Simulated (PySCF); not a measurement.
# Single-point calculation, with input and output: Sn2 (part 2 of 2)

Sn2, multiplicity 3; UHF/sbkjc, mp2 (PySCF 2.14.0). The run did not end well.

Geometry of the input (Å):
```
Sn 0.0000  0.0000  0.0000
Sn 0.0000  0.0000  2.5650
```

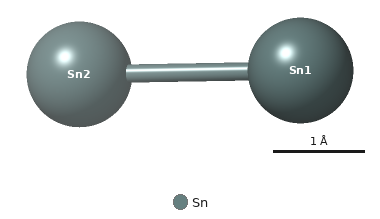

**Figure 1.** The structure as given in the input (ball-and-stick view, seen at a tilt; atoms are numbered from 1 in the order of the input). Sticks mark near contacts.

## Output, continued
```
cycle= 23 E= -6.45464357131078  delta_E= -3.31e-06  |g|= 0.0156  |ddm|= 0.0108
alpha HOMO (E1gx) = -0.216375845737805  LUMO (E1gx) = -0.216375845737805
beta  HOMO (E1uy) = -0.236879010388131  LUMO (E1uy) = -0.236879010388131

WARN: HOMO -0.216375845737805 >= LUMO -0.236879010388131

WARN: alpha-E1gx HOMO -0.216375845737805 > system LUMO -0.236879010388131

WARN: beta-E1uy HOMO -0.236879010388131 > system LUMO -0.236879010388131

cycle= 24 E= -6.4546748320613  delta_E= -3.13e-05  |g|= 0.0153  |ddm|= 0.00862
alpha HOMO (E1gx) = -0.215896545133838  LUMO (E1gx) = -0.215896545133838
beta  HOMO (E1uy) = -0.237165736434387  LUMO (E1uy) = -0.237165736434387

WARN: HOMO -0.215896545133838 >= LUMO -0.237165736434387

WARN: alpha-E1gx HOMO -0.215896545133838 > system LUMO -0.237165736434387

WARN: beta-E1uy HOMO -0.237165736434387 > system LUMO -0.237165736434387

cycle= 25 E= -6.45466606496146  delta_E= 8.77e-06  |g|= 0.0152  |ddm|= 0.0287
alpha HOMO (E1gx) = -0.216086420016951  LUMO (E1gx) = -0.216086420016951
beta  HOMO (E1uy) = -0.237037546365363  LUMO (E1uy) = -0.237037546365363

WARN: HOMO -0.216086420016951 >= LUMO -0.237037546365363

WARN: alpha-E1gx HOMO -0.216086420016951 > system LUMO -0.237037546365363

WARN: beta-E1uy HOMO -0.237037546365363 > system LUMO -0.237037546365363

cycle= 26 E= -6.45469307038477  delta_E= -2.7e-05  |g|= 0.015  |ddm|= 0.0197
alpha HOMO (E1gx) = -0.216190243372488  LUMO (E1gx) = -0.216190243372488
beta  HOMO (E1uy) = -0.236773235170981  LUMO (E1uy) = -0.236773235170981

WARN: HOMO -0.216190243372488 >= LUMO -0.236773235170981

WARN: alpha-E1gx HOMO -0.216190243372488 > system LUMO -0.236773235170981

WARN: beta-E1uy HOMO -0.236773235170981 > system LUMO -0.236773235170981

cycle= 27 E= -6.45469682302853  delta_E= -3.75e-06  |g|= 0.015  |ddm|= 0.00614
alpha HOMO (E1gx) = -0.216245939682791  LUMO (E1gx) = -0.216245939682791
beta  HOMO (E1uy) = -0.236873413730022  LUMO (E1uy) = -0.236873413730022

WARN: HOMO -0.216245939682791 >= LUMO -0.236873413730022

WARN: alpha-E1gx HOMO -0.216245939682791 > system LUMO -0.236873413730022

WARN: beta-E1uy HOMO -0.236873413730022 > system LUMO -0.236873413730022

cycle= 28 E= -6.45469563490033  delta_E= 1.19e-06  |g|= 0.015  |ddm|= 0.0027
alpha HOMO (E1gx) = -0.216494680411833  LUMO (E1gx) = -0.216494680411833
beta  HOMO (E1uy) = -0.236725970528671  LUMO (E1uy) = -0.236725970528671

WARN: HOMO -0.216494680411833 >= LUMO -0.236725970528671

WARN: alpha-E1gx HOMO -0.216494680411833 > system LUMO -0.236725970528671

WARN: beta-E1uy HOMO -0.236725970528671 > system LUMO -0.236725970528671

cycle= 29 E= -6.4546715530702  delta_E= 2.41e-05  |g|= 0.0153  |ddm|= 0.0159
alpha HOMO (E1gx) = -0.216346864519898  LUMO (E1gx) = -0.216346864519898
beta  HOMO (E1uy) = -0.236678880886428  LUMO (E1uy) = -0.236678880886428

WARN: HOMO -0.216346864519898 >= LUMO -0.236678880886428

WARN: alpha-E1gx HOMO -0.216346864519898 > system LUMO -0.236678880886428

WARN: beta-E1uy HOMO -0.236678880886428 > system LUMO -0.236678880886428

cycle= 30 E= -6.45469452937326  delta_E= -2.3e-05  |g|= 0.0151  |ddm|= 0.0157
alpha HOMO (E1gx) = -0.216504087073793  LUMO (E1gx) = -0.216504087073793
beta  HOMO (E1uy) = -0.236999895683949  LUMO (E1uy) = -0.236999895683949

WARN: HOMO -0.216504087073793 >= LUMO -0.236999895683949

WARN: alpha-E1gx HOMO -0.216504087073793 > system LUMO -0.236999895683949

WARN: beta-E1uy HOMO -0.236999895683949 > system LUMO -0.236999895683949

cycle= 31 E= -6.45466297224243  delta_E= 3.16e-05  |g|= 0.0155  |ddm|= 0.0136
alpha HOMO (E1gx) = -0.215757012907021  LUMO (E1gx) = -0.215757012907021
beta  HOMO (E1uy) = -0.23686640297852  LUMO (E1uy) = -0.23686640297852

WARN: HOMO -0.215757012907021 >= LUMO -0.23686640297852

WARN: alpha-E1gx HOMO -0.215757012907021 > system LUMO -0.23686640297852

WARN: beta-E1uy HOMO -0.23686640297852 > system LUMO -0.23686640297852

cycle= 32 E= -6.45467020576541  delta_E= -7.23e-06  |g|= 0.0153  |ddm|= 0.0185
alpha HOMO (E1gx) = -0.21625486678413  LUMO (E1gx) = -0.21625486678413
beta  HOMO (E1uy) = -0.236570384140848  LUMO (E1uy) = -0.236570384140848

WARN: HOMO -0.21625486678413 >= LUMO -0.236570384140848

WARN: alpha-E1gx HOMO -0.21625486678413 > system LUMO -0.236570384140848

WARN: beta-E1uy HOMO -0.236570384140848 > system LUMO -0.236570384140848

cycle= 33 E= -6.45469042997447  delta_E= -2.02e-05  |g|= 0.0151  |ddm|= 0.0161
alpha HOMO (E1gx) = -0.215917881364614  LUMO (E1gx) = -0.215917881364614
beta  HOMO (E1uy) = -0.236644074412504  LUMO (E1uy) = -0.236644074412504

WARN: HOMO -0.215917881364614 >= LUMO -0.236644074412504

WARN: alpha-E1gx HOMO -0.215917881364614 > system LUMO -0.236644074412504

WARN: beta-E1uy HOMO -0.236644074412504 > system LUMO -0.236644074412504

cycle= 34 E= -6.45469624813994  delta_E= -5.82e-06  |g|= 0.015  |ddm|= 0.0125
alpha HOMO (E1gx) = -0.215954257525835  LUMO (E1gx) = -0.215954257525835
beta  HOMO (E1uy) = -0.236709718826174  LUMO (E1uy) = -0.236709718826174

WARN: HOMO -0.215954257525835 >= LUMO -0.236709718826174

WARN: alpha-E1gx HOMO -0.215954257525835 > system LUMO -0.236709718826174

WARN: beta-E1uy HOMO -0.236709718826174 > system LUMO -0.236709718826174

cycle= 35 E= -6.4547048024223  delta_E= -8.55e-06  |g|= 0.0149  |ddm|= 0.0108
alpha HOMO (E1gx) = -0.216005853649714  LUMO (E1gx) = -0.216005853649714
beta  HOMO (E1uy) = -0.237547910781807  LUMO (E1uy) = -0.237547910781807

WARN: HOMO -0.216005853649714 >= LUMO -0.237547910781807

WARN: alpha-E1gx HOMO -0.216005853649714 > system LUMO -0.237547910781807

WARN: beta-E1uy HOMO -0.237547910781807 > system LUMO -0.237547910781807

cycle= 36 E= -6.45466398319511  delta_E= 4.08e-05  |g|= 0.0153  |ddm|= 0.011
alpha HOMO (E1gx) = -0.215932982452182  LUMO (E1gx) = -0.215932982452182
beta  HOMO (E1uy) = -0.236377431416542  LUMO (E1uy) = -0.236377431416542

WARN: HOMO -0.215932982452182 >= LUMO -0.236377431416542

WARN: alpha-E1gx HOMO -0.215932982452182 > system LUMO -0.236377431416542

WARN: beta-E1uy HOMO -0.236377431416542 > system LUMO -0.236377431416542

cycle= 37 E= -6.45471820468824  delta_E= -5.42e-05  |g|= 0.0148  |ddm|= 0.0177
alpha HOMO (E1gx) = -0.216253418018429  LUMO (E1gx) = -0.216253418018429
beta  HOMO (E1uy) = -0.236365953604701  LUMO (E1uy) = -0.236365953604701

WARN: HOMO -0.216253418018429 >= LUMO -0.236365953604701

WARN: alpha-E1gx HOMO -0.216253418018429 > system LUMO -0.236365953604701

WARN: beta-E1uy HOMO -0.236365953604701 > system LUMO -0.236365953604701

cycle= 38 E= -6.45469967875905  delta_E= 1.85e-05  |g|= 0.0151  |ddm|= 0.0124
alpha HOMO (E1gx) = -0.21608928019317  LUMO (E1gx) = -0.21608928019317
beta  HOMO (E1uy) = -0.236297097262088  LUMO (E1uy) = -0.236297097262088

WARN: HOMO -0.21608928019317 >= LUMO -0.236297097262088

WARN: alpha-E1gx HOMO -0.21608928019317 > system LUMO -0.236297097262088

WARN: beta-E1uy HOMO -0.236297097262088 > system LUMO -0.236297097262088

cycle= 39 E= -6.45471962851728  delta_E= -1.99e-05  |g|= 0.0148  |ddm|= 0.0117
alpha HOMO (E1gx) = -0.216510140044275  LUMO (E1gx) = -0.216510140044275
beta  HOMO (E1uy) = -0.236707559570946  LUMO (E1uy) = -0.236707559570946

WARN: HOMO -0.216510140044275 >= LUMO -0.236707559570946

WARN: alpha-E1gx HOMO -0.216510140044275 > system LUMO -0.236707559570946

WARN: beta-E1uy HOMO -0.236707559570946 > system LUMO -0.236707559570946

cycle= 40 E= -6.45467698091881  delta_E= 4.26e-05  |g|= 0.0154  |ddm|= 0.0121
alpha HOMO (E1gx) = -0.215762211294384  LUMO (E1gx) = -0.215762211294384
beta  HOMO (E1uy) = -0.236477903679884  LUMO (E1uy) = -0.236477903679884

WARN: HOMO -0.215762211294384 >= LUMO -0.236477903679884

WARN: alpha-E1gx HOMO -0.215762211294384 > system LUMO -0.236477903679884

WARN: beta-E1uy HOMO -0.236477903679884 > system LUMO -0.236477903679884

cycle= 41 E= -6.45470015375132  delta_E= -2.32e-05  |g|= 0.015  |ddm|= 0.0159
alpha HOMO (E1gx) = -0.216201758717994  LUMO (E1gx) = -0.216201758717994
beta  HOMO (E1uy) = -0.236267795457297  LUMO (E1uy) = -0.236267795457297

WARN: HOMO -0.216201758717994 >= LUMO -0.236267795457297

WARN: alpha-E1gx HOMO -0.216201758717994 > system LUMO -0.236267795457297

WARN: beta-E1uy HOMO -0.236267795457297 > system LUMO -0.236267795457297

cycle= 42 E= -6.45470195603845  delta_E= -1.8e-06  |g|= 0.015  |ddm|= 0.0136
alpha HOMO (E1gx) = -0.215892411461673  LUMO (E1gx) = -0.215892411461673
beta  HOMO (E1uy) = -0.236344155076723  LUMO (E1uy) = -0.236344155076723

WARN: HOMO -0.215892411461673 >= LUMO -0.236344155076723

WARN: alpha-E1gx HOMO -0.215892411461673 > system LUMO -0.236344155076723

WARN: beta-E1uy HOMO -0.236344155076723 > system LUMO -0.236344155076723

cycle= 43 E= -6.45471947573275  delta_E= -1.75e-05  |g|= 0.0148  |ddm|= 0.00835
alpha HOMO (E1gx) = -0.215832407578973  LUMO (E1gx) = -0.215832407578973
beta  HOMO (E1uy) = -0.236364472483514  LUMO (E1uy) = -0.236364472483514

WARN: HOMO -0.215832407578973 >= LUMO -0.236364472483514

WARN: alpha-E1gx HOMO -0.215832407578973 > system LUMO -0.236364472483514

WARN: beta-E1uy HOMO -0.236364472483514 > system LUMO -0.236364472483514

cycle= 44 E= -6.45471343542489  delta_E= 6.04e-06  |g|= 0.0149  |ddm|= 0.00314
alpha HOMO (E1gx) = -0.215939104670441  LUMO (E1gx) = -0.215939104670441
beta  HOMO (E1uy) = -0.237114330991302  LUMO (E1uy) = -0.237114330991302

WARN: HOMO -0.215939104670441 >= LUMO -0.237114330991302

WARN: alpha-E1gx HOMO -0.215939104670441 > system LUMO -0.237114330991302

WARN: beta-E1uy HOMO -0.237114330991302 > system LUMO -0.237114330991302

cycle= 45 E= -6.45469279780299  delta_E= 2.06e-05  |g|= 0.015  |ddm|= 0.0142
alpha HOMO (E1gx) = -0.216056639016704  LUMO (E1gx) = -0.216056639016704
beta  HOMO (E1uy) = -0.236244823864399  LUMO (E1uy) = -0.236244823864399

WARN: HOMO -0.216056639016704 >= LUMO -0.236244823864399

WARN: alpha-E1gx HOMO -0.216056639016704 > system LUMO -0.236244823864399

WARN: beta-E1uy HOMO -0.236244823864399 > system LUMO -0.236244823864399

cycle= 46 E= -6.45469936574961  delta_E= -6.57e-06  |g|= 0.015  |ddm|= 0.017
alpha HOMO (E1gx) = -0.216144934218287  LUMO (E1gx) = -0.216144934218287
beta  HOMO (E1uy) = -0.236353113729226  LUMO (E1uy) = -0.236353113729226

WARN: HOMO -0.216144934218287 >= LUMO -0.236353113729226

WARN: alpha-E1gx HOMO -0.216144934218287 > system LUMO -0.236353113729226

WARN: beta-E1uy HOMO -0.236353113729226 > system LUMO -0.236353113729226

cycle= 47 E= -6.45471703995348  delta_E= -1.77e-05  |g|= 0.0148  |ddm|= 0.02
alpha HOMO (E1gx) = -0.215937265507533  LUMO (E1gx) = -0.215937265507533
beta  HOMO (E1uy) = -0.236368843920087  LUMO (E1uy) = -0.236368843920087

WARN: HOMO -0.215937265507533 >= LUMO -0.236368843920087

WARN: alpha-E1gx HOMO -0.215937265507533 > system LUMO -0.236368843920087

WARN: beta-E1uy HOMO -0.236368843920087 > system LUMO -0.236368843920087

cycle= 48 E= -6.45472240613658  delta_E= -5.37e-06  |g|= 0.0147  |ddm|= 0.00945
alpha HOMO (E1gx) = -0.216489845240628  LUMO (E1gx) = -0.216489845240628
beta  HOMO (E1uy) = -0.236761258838816  LUMO (E1uy) = -0.236761258838816

WARN: HOMO -0.216489845240628 >= LUMO -0.236761258838816

WARN: alpha-E1gx HOMO -0.216489845240628 > system LUMO -0.236761258838816

WARN: beta-E1uy HOMO -0.236761258838816 > system LUMO -0.236761258838816

cycle= 49 E= -6.45468748178529  delta_E= 3.49e-05  |g|= 0.0152  |ddm|= 0.00817
alpha HOMO (E1gx) = -0.215841387669875  LUMO (E1gx) = -0.215841387669875
beta  HOMO (E1uy) = -0.236455817655991  LUMO (E1uy) = -0.236455817655991

WARN: HOMO -0.215841387669875 >= LUMO -0.236455817655991

WARN: alpha-E1gx HOMO -0.215841387669875 > system LUMO -0.236455817655991

WARN: beta-E1uy HOMO -0.236455817655991 > system LUMO -0.236455817655991

cycle= 50 E= -6.45471418310517  delta_E= -2.67e-05  |g|= 0.0148  |ddm|= 0.0111
SCF not converged.
SCF energy = -6.45471418310517 after 50 cycles  <S^2> = 2.0046444  2S+1 = 3.0030947

******** <class 'pyscf.mp.ump2.UMP2'> ********
nocc = (np.int64(5), np.int64(3)), nmo = (16, 16)
Init E(MP2) = -0.0515693929763723
cycle = 1  E_corr(MP2) = -0.0517114411325838  dE = -0.000142048156  norm(t2) = 0.0103211
cycle = 2  E_corr(MP2) = -0.0517719777804271  dE = -6.05366478e-05  norm(t2) = 0.000745089
cycle = 3  E_corr(MP2) = -0.0517733354503823  dE = -1.35766996e-06  norm(t2) = 5.47577e-05
cycle = 4  E_corr(MP2) = -0.0517736225489703  dE = -2.87098588e-07  norm(t2) = 5.0885e-06
cycle = 5  E_corr(MP2) = -0.0517736234780423  dE = -9.29072021e-10  norm(t2) = 1.37026e-07
E(UMP2) = -6.50648780658321  E_corr = -0.0517736234780423
E(SCS-UMP2) = -6.50963411047802  E_corr = -0.0549199273728479
E_corr(same-spin) = -0.00831740861631095
E_corr(oppo-spin) = -0.0434562148617314
Dipole moment(X, Y, Z, Debye):  0.00000,  0.00000,  0.00000
orbital energies (hartree): [array([-0.2601, -0.2601, -0.2158, -0.2158, -0.0831,  0.084 ]), array([-0.6054, -0.4082, -0.2365, -0.2365, -0.0636,  0.0702])]
```
